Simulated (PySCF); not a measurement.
Vertical excitations of a molecule C₃H₈BFO from TDA-PBE0/def2-SVPD in PySCF 2.14.0, as energy in eV (oscillator strength): 5.87 (0.004), 6.58 (0.002), 7.22 (0.028), 7.28 (0.004), 7.91 (0.012), 7.99 (0.035), 8.21 (0.022), 8.42 (0.055), 8.47 (0.012), 8.51 (0.004). Lowest triplet (TDA): 5.38 eV. The structure is a stationary point at r2SCAN-D4/def2-SVP. One conformer was computed; it need not be the lowest.

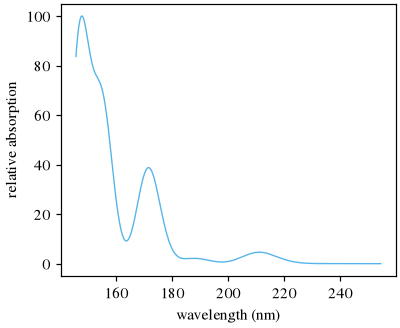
*The lines broadened by 0.4 eV.*

Q: Pick the molecule that these values belong to.
(A) CCOB(C)F
(B) CC(C)OBF
(C) CCB(F)CO
(D) CCB(O)CF

A: C, CCB(F)CO
